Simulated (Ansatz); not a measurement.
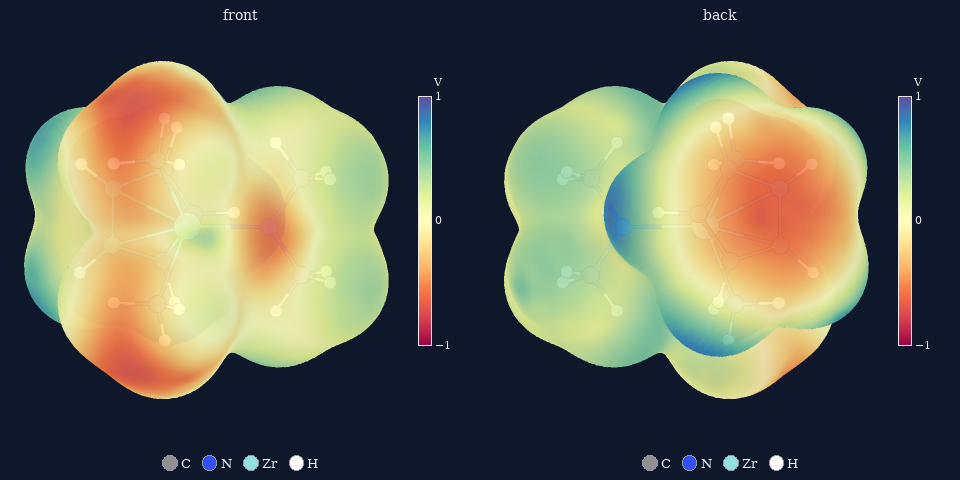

The picture shows: C₉H₁₇NZr (SMILES C[N](C)[Zr]1234([CH3])([CH3])[CH]5[CH]1[CH]2[CH]3[CH]54). The molecular electrostatic potential painted on the density surface at 0.001 e/bohr³, seen from the front and from behind; the colour scale runs from red (negative) to blue (positive).

Geometry: PBE0-D4/def2-TZVP; core potentials replace the inner electrons of Zr.

Computed with RKS PBE0-D4/def2-TZVPP in Ansatz.

```xyz
28

C    -1.7372   -2.1235    0.4109
N    -0.9822   -1.0453    0.9937
C    -0.6417   -1.2812    2.3724
Zr   -0.1370    0.4424   -0.1130
C    -1.6334    0.9808   -1.6980
C    -0.0004    2.2348    1.2326
C     1.5374    0.7762   -2.0311
C     2.1777    1.2499   -0.8728
C     2.3619    0.1554    0.0017
C     1.8504   -1.0003   -0.6248
C     1.3244   -0.6118   -1.8746
H    -1.9442   -1.9277   -0.6463
H    -1.2026   -3.0842    0.4764
H    -2.7083   -2.2543    0.9102
H    -1.5386   -1.3545    3.0046
H    -0.0355   -0.4608    2.7703
H    -0.0713   -2.2144    2.5028
H    -1.4200    1.9511   -2.1609
H    -1.7462    0.2532   -2.5087
H    -2.6068    1.0651   -1.1930
H     0.7746    2.1890    2.0050
H     0.1541    3.1647    0.6733
H    -0.9708    2.3168    1.7437
H     1.2359    1.3677   -2.8823
H     2.4594    2.2722   -0.6706
H     2.8157    0.1987    0.9817
H     1.8440   -1.9986   -0.2129
H     0.8408   -1.2615   -2.5902
```

Which sites attract a positive test charge, and which a negative one?

Answer. A positive charge is drawn to the negative regions and a negative charge to the positive ones. The most negative region (about −0.7 V, or −16 kcal/mol for a unit charge) lies over C5, C6, C10 and C11, the most positive (about +0.8 V, or +18 kcal/mol for a unit charge) over H26, H27 and H28.
